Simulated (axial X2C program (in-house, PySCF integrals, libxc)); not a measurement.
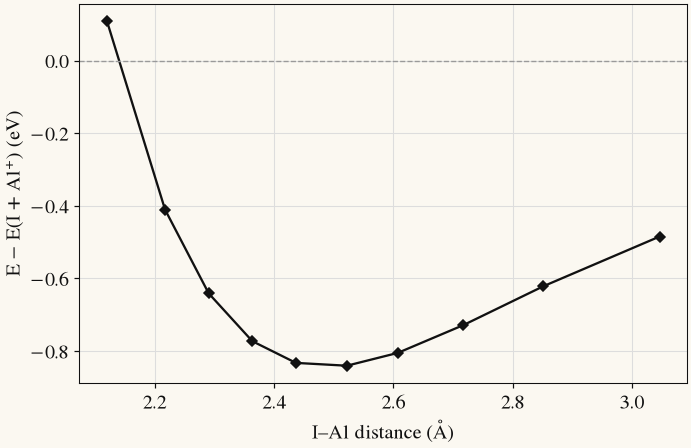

*Energy at 10 bond lengths, for one set of occupations held fixed; the line joins the points.*

A polynomial of degree 6 through 9 points gives rₑ = 2.490 Å, ωₑ = 292.2 cm⁻¹, ωₑxₑ = 3.5 cm⁻¹ and Bₑ = 0.1222 cm⁻¹. The minimum lies 0.84 eV below I + Al⁺, each computed as one determinant at the same level.

**Relativistic diatomic calculation for IAl⁺**

- system: IAl⁺, single determinant with Ω = 1/2.
- method: BLYP, two-component X2C with atomic mean-field Coulomb and Gaunt terms, I dyall-cv3z, Al dyall-v3z (cores contracted) (axial X2C program (in-house, PySCF integrals, libxc))

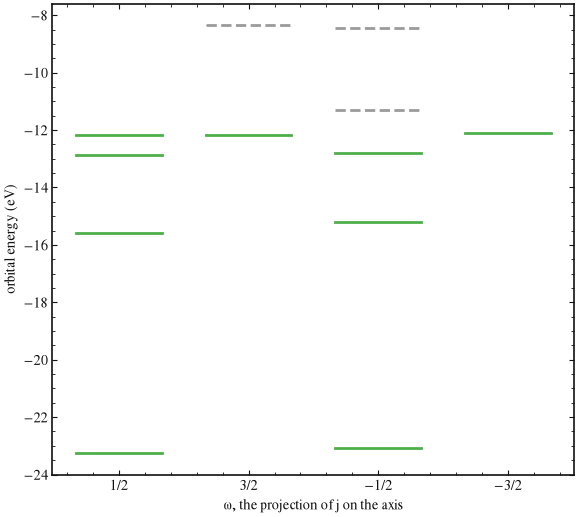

*Orbital energies near the frontier at 2.44 Å, filled (solid) and empty (dashed).*

The highest filled spinor (−3/2; 84 % I p, 10 % Al p) lies at −12.11 eV, the lowest empty one (−1/2; 39 % Al s, 30 % I p) at −11.29 eV.

Input and output of the run follow.

## Input
```
{"zs": [53, 13], "q": 1, "bas": ["dyall-cv3z", "dyall-v3z"], "levels": ["PBE0", "HF", "BLYP"], "cc": true, "r0": 2.59, "thr": -2.0, "nmax": 90, "npts": 10, "nst": 2, "ntry": 6}
```

The line is the task of a batch: nuclear charges, charge, bases, the levels to run, a first guess of the distance and further settings. This report covers BLYP with spin-orbit coupling. The log is that of the reference distance 2.437 Å.

Launched within a batch (the task file carries these settings):
```bash
python <driver script> task.json out
```

## Log
```
two-component X2C + atomic mean field  BLYP
basis functions 173  fitting functions 937  grid points 5081
iter        total energy     max residual
   1      -7355.558204705     1.70e-01
   2      -7355.563884131     1.32e-02
   3      -7355.565006697     1.98e-02
   4      -7355.565160611     1.80e-03
   5      -7355.565197628     4.25e-03
   6      -7355.565212361     5.50e-04
   7      -7355.565213792     4.31e-04
   8      -7355.565214207     1.25e-04
   9      -7355.565214252     3.65e-05
  10      -7355.565214255     1.32e-05
converged
one-electron -10366.45334671  Coulomb 3067.48894393  exact exchange 0.00000000  xc functional -201.85661515  nuclear repulsion 149.61144781  atomic mean-field constant -4.35564414
```

## The points of the curve

| R (Å) | E (hartree) | dipole (D; origin at the first atom, positive when the second is positive) | highest filled (eV) | lowest empty (eV) |
| --- | --- | --- | --- | --- |
| 2.120 | −7355.530605 | 7.02 | −12.02 | −10.82 |
| 2.218 | −7355.549707 | 7.58 | −12.11 | −10.99 |
| 2.291 | −7355.558179 | 7.98 | −12.15 | −11.10 |
| 2.364 | −7355.563018 | 8.37 | −12.17 | −11.20 |
| 2.437 | −7355.565214 | 8.74 | −12.11 | −11.29 |
| 2.522 | −7355.565500 | 9.14 | −11.96 | −11.37 |
| 2.608 | −7355.564203 | 9.51 | −11.83 | −11.44 |
| 2.717 | −7355.561396 | 9.94 | −11.69 | −11.48 |
| 2.851 | −7355.557465 | 10.43 | −11.56 | −11.50 |
| 3.046 | −7355.552430 | 11.16 | −11.34 | −11.44 |

## Summary

- outcome: converged
- bond length rₑ: 2.490 Å
- ωₑ: 292.2 cm⁻¹
- energy at the minimum: −7355.56562 hartree
- depth below the fragments: 0.84 eV
- hardware: 1 thread of Arm Neoverse V2, 24 GiB of memory available, shared host
- wall time: 3.9 s
- peak memory: 0.59 GiB

## Notes

Limits: at some distances an empty level lies below a filled one, since the occupations are held fixed.
